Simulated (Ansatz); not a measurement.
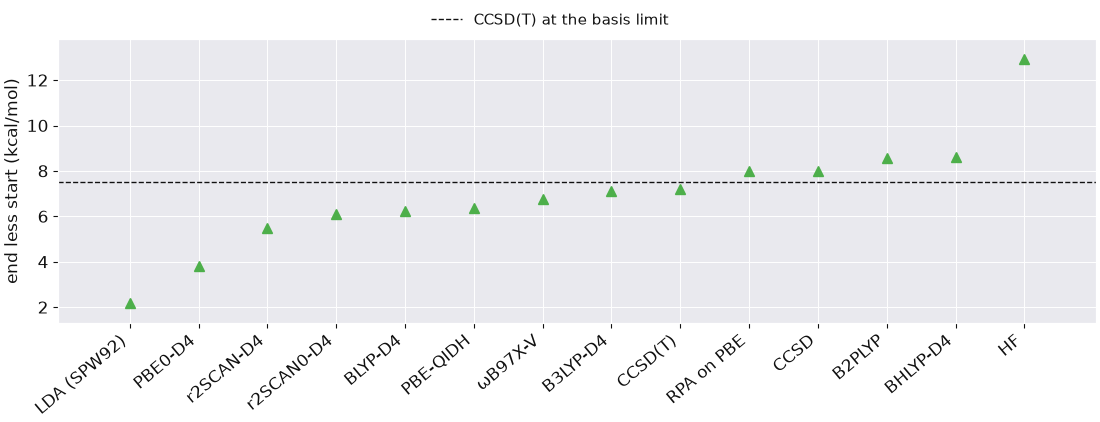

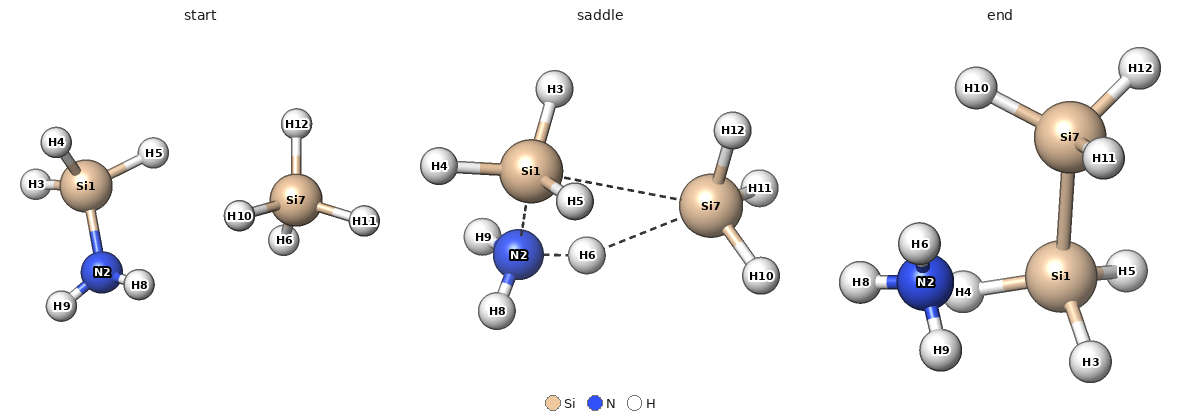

Energy change in one step of Si₂NH₉ at several levels. In the step Si1–Si7 (4.12 → 3.04 → 2.34 Å) and N2–H6 (3.60 → 1.10 → 1.01 Å) form; Si1–N2 (1.72 → 1.87 → 3.11 Å) and H6–Si7 (1.48 → 2.20 → 3.29 Å) break (lengths at start, saddle and end; changes of bond order aren't listed). Electronic energies at PBE0-D4/def2-TZVP geometries, energies in def2-TZVPP, the Ansatz code 0.2.0; cores frozen in correlated methods, no zero-point terms. Start and end are the structures at the ends of the path (complexes, where there are several molecules). The line is the MP2 basis limit plus CCSD(T) less MP2 in triple zeta. PBE-QIDH, RPA on PBE and B2PLYP hold a correlation term that converges slowly with the basis, so part of the distance to the limit is basis error. No dispersion term is added to PBE-QIDH and B2PLYP. The distance of CCSD(T) and CCSD to the limit includes basis error.

Q: Which level comes closest to the line (CCSD(T) at the basis limit), and which misses most?

A: Closest CCSD(T) (7.2 kcal/mol), against 7.5 kcal/mol; farthest HF (12.9 kcal/mol).

Q: What range do the values span, the line included?

A: From 2.2 kcal/mol (LDA (SPW92)) to 12.9 kcal/mol (HF).
